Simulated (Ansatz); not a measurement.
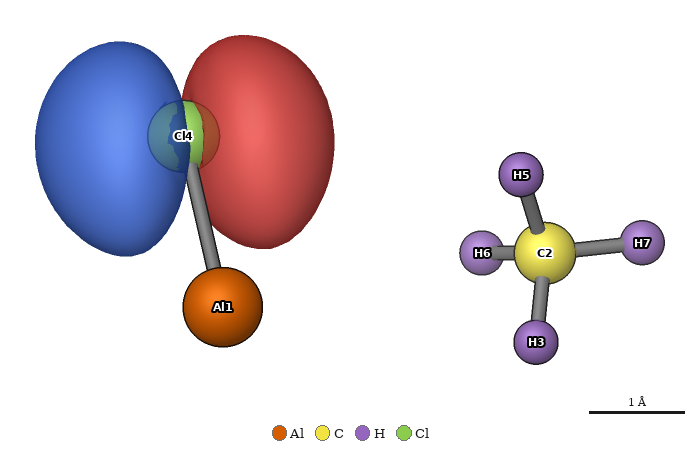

*AlCl···CH4. The HOMO−1 at ±0.15 Å⁻³ᐟ² (red and blue are the two phases), seen at a tilt.*

The product side of a reaction path; geometry: PBE0-D4/def2-TZVP.

All numbers below come from RKS PBE0-D4/def2-TZVPP (Ansatz).

```xyz
7

Al   -0.9456   -2.4529    0.4764
C     0.1056    0.9124   -0.5170
H    -0.6790    0.5160   -1.1623
Cl    0.4109   -2.1196    2.1095
H     0.9854    0.2707   -0.5668
H    -0.2484    0.9588    0.5129
H     0.3712    1.9146   -0.8527
```

Q: Where does this orbital lie, and at what energy?

A: By Hirshfeld shares it lies mainly on Cl4 (about 90 %); largely a lone pair of Cl4. Its energy is −9.16 eV.
